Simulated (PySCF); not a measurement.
**Two runs on C$_{7}$H$_{12}$BP**

System: C$_{7}$H$_{12}$BP.
Method of run A: GIAO PBE0/pcSseg-1 NMR shielding, non-relativistic, IEF-PCM benzene (PySCF 2.14.0).

The geometry comes from this level: PBE0-D3(BJ)/def2-SVP. Text and figures count atoms from 1; the logs count them from 0 in places.

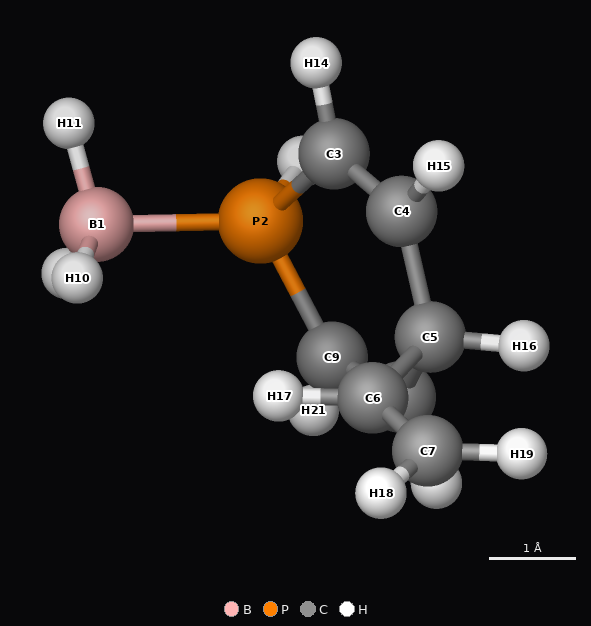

The structure (ball-and-stick view, seen at an oblique angle; atoms are numbered from 1 in the order of the input).

## Input file, run A
```
{"job": {"kind": "nmr", "xc": "PBE0", "basis": "pcSseg-1", "solvent": "benzene", "pop": true}, "charge": 0, "multiplicity": 1}
B     -2.874929    -0.861196     0.972878
P     -1.847035    -0.478563    -0.597600
C     -1.148927     1.175419    -0.715281
C      0.166721     1.413336    -0.685544
C      1.263273     0.389213    -0.592676
C      1.916045     0.482523     0.770354
C      3.186667     0.824072     0.980874
C      0.849823    -1.033623    -0.845869
C     -0.399845    -1.507549    -0.885824
H     -2.082391    -0.691254     1.888291
H     -3.790601    -0.050596     0.937575
H     -3.232014    -2.021514     0.822616
H     -2.585955    -0.610511    -1.805178
H     -1.858985     2.007688    -0.739360
H      0.513915     2.452686    -0.688768
H      2.035473     0.653804    -1.338319
H      1.257370     0.243547     1.613968
H      3.599119     0.874109     1.991685
H      3.861097     1.066001     0.152764
H      1.682556    -1.735240    -0.967295
H     -0.579192    -2.576353    -1.036796
```

The first line tells a small driver script what to run in PySCF; the rest is the geometry in Å.

Command:
```bash
OMP_NUM_THREADS=1 python <driver script> task.json out
```

Hardware: 1 CPU thread, shared host.

## Output (run A)
```
coarse grid: 17752 points
cycle   1  E = -639.4225008629  dE =  1.107e+00  |g| = 4.719e-01  |ddm| = 4.172e+00
cycle   2  E = -639.4351934026  dE = -1.269e-02  |g| = 4.329e-01  |ddm| = 1.033e+00
cycle   3  E = -639.4915946389  dE = -5.640e-02  |g| = 3.808e-02  |ddm| = 4.868e-01
cycle   4  E = -639.4916170349  dE = -2.240e-05  |g| = 3.723e-02  |ddm| = 5.691e-02
cycle   5  E = -639.4919701177  dE = -3.531e-04  |g| = 6.281e-03  |ddm| = 3.421e-02
cycle   6  E = -639.4919800833  dE = -9.966e-06  |g| = 1.937e-03  |ddm| = 8.618e-03
final grid: 166056 points
cycle   7  E = -639.5480511859  dE = -4.099e-05  |g| = 8.844e-03  |ddm| = 4.171e-02
cycle   8  E = -639.5480390553  dE =  1.213e-05  |g| = 1.106e-02  |ddm| = 1.931e-02
cycle   9  E = -639.5480714904  dE = -3.244e-05  |g| = 2.522e-03  |ddm| = 1.196e-02
cycle  10  E = -639.5480731500  dE = -1.660e-06  |g| = 2.285e-04  |ddm| = 2.040e-03
cycle  11  E = -639.5480731601  dE = -1.009e-08  |g| = 1.162e-04  |ddm| = 3.151e-04
cycle  12  E = -639.5480731634  dE = -3.313e-09  |g| = 3.374e-05  |ddm| = 1.126e-04
cycle  13  E = -639.5480731636  dE = -2.656e-10  |g| = 8.372e-06  |ddm| = 4.223e-05
converged SCF energy = -639.5480731636

GIAO shielding tensors (ppm)
atom      isotropic    diamagn.    paramagn.     s11        s22        s33       span
  0 B      146.207     189.700     -43.493    140.939    145.438    152.242     11.303
  1 P      380.843     967.009    -586.166    311.655    364.310    466.565    154.910
  2 C       62.817     264.415    -201.598    -44.158     68.615    163.995    208.153
  3 C       31.236     254.693    -223.457    -91.164     30.118    154.753    245.916
  4 C      135.145     248.986    -113.841    110.189    130.409    164.837     54.647
  5 C       37.924     257.581    -219.657    -84.136     58.366    139.543    223.680
  6 C       57.906     253.601    -195.694    -53.945     73.689    153.975    207.920
  7 C       31.263     254.675    -223.412    -91.253     30.161    154.880    246.133
  8 C       62.855     264.406    -201.551    -44.070     68.694    163.942    208.012
  9 H       30.601      28.868       1.734     27.188     30.370     34.245      7.056
 10 H       30.300      28.404       1.897     27.304     28.832     34.765      7.460
 11 H       30.302      28.407       1.895     27.300     28.845     34.761      7.462
 12 H       25.365      28.123      -2.758     22.131     22.265     31.698      9.567
 13 H       25.137      30.749      -5.613     22.650     25.853     26.907      4.256
 14 H       24.578      31.259      -6.682     21.993     24.202     27.538      5.546
 15 H       27.730      32.848      -5.118     25.640     25.717     31.834      6.194
 16 H       25.711      32.342      -6.631     23.455     23.614     30.065      6.609
 17 H       25.778      28.392      -2.614     22.916     24.619     29.799      6.883
 18 H       25.653      30.042      -4.389     22.015     25.116     29.828      7.813
 19 H       24.576      31.252      -6.676     21.992     24.200     27.538      5.546
 20 H       25.141      30.739      -5.598     22.653     25.865     26.906      4.253
```

The input of run B differs as follows (lines with − go, lines with + come):
```diff
-"solvent": "benzene"
-"pop": true
+"solvent": "water"
+"pop": false
```

Predict how the results change.

The total energy of run B is 4.9 kcal/mol lower: the change of the electrostatic solvation energy at this fixed geometry, without cavity or dispersion terms. The LUMO goes from −1.10 to −0.97 eV. The dipole moment goes from 6.29 to 7.29 D. Of all shieldings, the largest change is that of P2, by +4.1 ppm. The number of SCF iterations is the same.

## Output (run B)
```
coarse grid: 17752 points
cycle   1  E = -639.4334187841  dE =  1.097e+00  |g| = 4.645e-01  |ddm| = 4.170e+00
cycle   2  E = -639.4480942555  dE = -1.468e-02  |g| = 4.171e-01  |ddm| = 9.242e-01
cycle   3  E = -639.4993964648  dE = -5.130e-02  |g| = 3.838e-02  |ddm| = 4.264e-01
cycle   4  E = -639.4994385497  dE = -4.208e-05  |g| = 3.640e-02  |ddm| = 5.467e-02
cycle   5  E = -639.4997781008  dE = -3.396e-04  |g| = 4.766e-03  |ddm| = 3.066e-02
cycle   6  E = -639.4997833214  dE = -5.221e-06  |g| = 1.789e-03  |ddm| = 5.967e-03
final grid: 166056 points
cycle   7  E = -639.5558261447  dE = -4.224e-05  |g| = 8.668e-03  |ddm| = 4.170e-02
cycle   8  E = -639.5558189646  dE =  7.180e-06  |g| = 1.014e-02  |ddm| = 1.793e-02
cycle   9  E = -639.5558461589  dE = -2.719e-05  |g| = 2.064e-03  |ddm| = 1.024e-02
cycle  10  E = -639.5558472534  dE = -1.095e-06  |g| = 2.138e-04  |ddm| = 1.619e-03
cycle  11  E = -639.5558472625  dE = -9.126e-09  |g| = 9.977e-05  |ddm| = 2.706e-04
cycle  12  E = -639.5558472650  dE = -2.496e-09  |g| = 2.785e-05  |ddm| = 9.691e-05
cycle  13  E = -639.5558472652  dE = -1.751e-10  |g| = 7.897e-06  |ddm| = 3.058e-05
converged SCF energy = -639.5558472652

GIAO shielding tensors (ppm)
atom      isotropic    diamagn.    paramagn.     s11        s22        s33       span
  0 B      146.605     190.729     -44.123    141.268    145.562    152.986     11.717
  1 P      384.897     967.137    -582.240    316.481    374.262    463.949    147.468
  2 C       64.451     264.287    -199.836    -41.879     70.550    164.683    206.562
  3 C       29.017     254.641    -225.623    -94.314     25.721    155.646    249.960
  4 C      135.471     249.335    -113.863    109.467    131.379    165.568     56.101
  5 C       38.074     257.751    -219.677    -83.811     59.115    138.918    222.729
  6 C       56.893     253.602    -196.709    -55.478     71.093    155.065    210.542
  7 C       29.048     254.620    -225.572    -94.396     25.768    155.771    250.167
  8 C       64.491     264.285    -199.795    -41.787     70.628    164.631    206.418
  9 H       30.884      29.455       1.429     27.608     30.708     34.336      6.727
 10 H       30.513      28.960       1.553     27.598     29.110     34.831      7.233
 11 H       30.514      28.961       1.553     27.593     29.121     34.828      7.235
 12 H       25.152      27.811      -2.659     21.781     22.084     31.592      9.811
 13 H       25.051      30.573      -5.522     22.429     25.951     26.772      4.343
 14 H       24.378      31.082      -6.704     21.781     24.005     27.349      5.568
 15 H       27.484      32.588      -5.104     25.360     25.381     31.712      6.352
 16 H       25.765      32.407      -6.642     23.500     23.701     30.094      6.593
 17 H       25.676      28.315      -2.639     22.777     24.580     29.671      6.894
 18 H       25.470      29.839      -4.369     21.889     24.867     29.653      7.764
 19 H       24.377      31.075      -6.697     21.780     24.003     27.348      5.567
 20 H       25.054      30.560      -5.506     22.429     25.963     26.770      4.341
```

## The two runs side by side

```tsv
quantity	run A	run B
outcome	converged	converged
total energy (hartree)	−639.548073	−639.555847
HOMO (eV)	−7.53	−7.49
LUMO (eV)	−1.10	−0.97
dipole moment (D)	6.29	7.29
shielding of B1 (ppm)	146.2	146.6
shielding of P2 (ppm)	380.8	384.9
shielding of C3 (ppm)	62.8	64.5
shielding of C4 (ppm)	31.2	29.0
shielding of C7 (ppm)	57.9	56.9
shielding of C8 (ppm)	31.3	29.0
shielding of C9 (ppm)	62.9	64.5
SCF iterations	13	13
basis functions	220	220
wall time (shared host)	44 s	42 s
```
